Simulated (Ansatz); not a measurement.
Input

```
crystal:
  periodic: [false, false, false]
  atoms:
    - symbol: "N"
      position_ang: [-0.666915, 1.769691, 0.364505]
    - symbol: "N"
      position_ang: [0.179573, -1.348370, 1.446387]
    - symbol: N
      position_ang: [-0.139032, -0.813568, -1.638343]
    - symbol: Sn
      position_ang: [0.487235, 0.113983, 0.067107]
    - symbol: H
      position_ang: [-1.609811, 1.682843, -0.009813]
    - symbol: H
      position_ang: [-0.262954, 2.628421, -0.003626]
    - symbol: H
      position_ang: [2.124511, 0.625917, 0.185611]
    - symbol: H
      position_ang: [0.435014, -1.061844, 2.389521]
    - symbol: H
      position_ang: [-0.791608, -1.654298, 1.477181]
    - symbol: H
      position_ang: [0.015083, -0.273872, -2.487517]
    - symbol: H
      position_ang: [0.294302, -1.725903, -1.770513]
basis:
  gaussian:
    orbitals: def2-TZVPD
total_charge: 0
hamiltonian:
  xc: pbe0
output: {forces: true, orbitals: {seedname: orbitals}}
```

Launched as:

```sh
ansatz run input.yaml --threads 2 --pin off --max-ram 5220MiB --events-out events.jsonl --progress --plain --runs-dir runs
```

Geometry: PBE0-D4/def2-SVP; core potentials replace the inner electrons of Sn.

All numbers below come from Ansatz, isolated molecule in a Gaussian basis; Kohn-Sham density functional theory, functional PBE0.

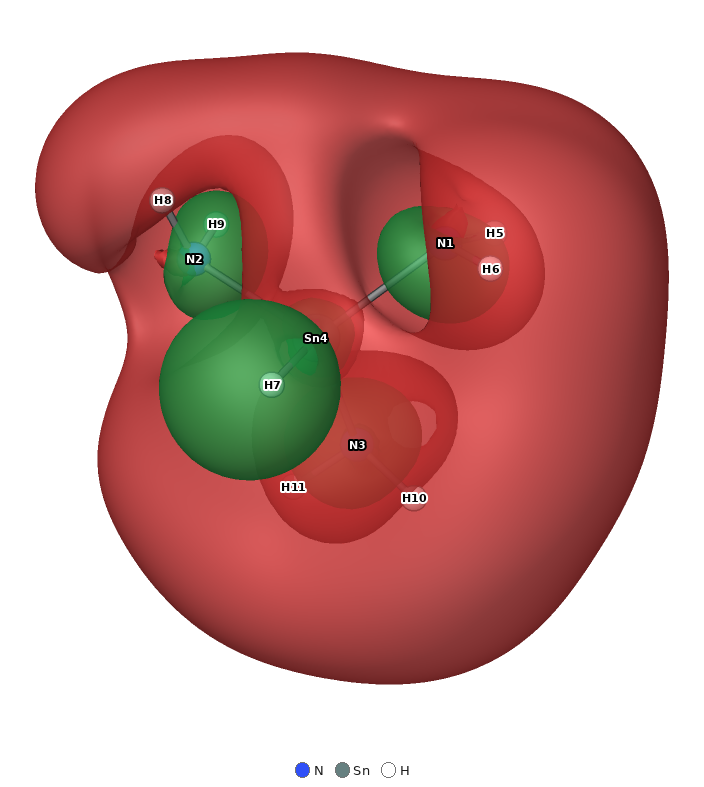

H$_{7}$N$_{3}$Sn (SMILES [NH2][SnH]([NH2])[NH2]). The LUMO at ±0.04 Å⁻³ᐟ² (green and red are the two phases), seen at a tilt.

Question: Describe this orbital and give its energy.

Answer: Its weight (Hirshfeld) is mainly on Sn4 (about 30 %), H10 (about 10 %), N3 (about 10 %), N1 (about 10 %), H11 (about 10 %) and H5 (about 10 %). Its energy is −0.44 eV.
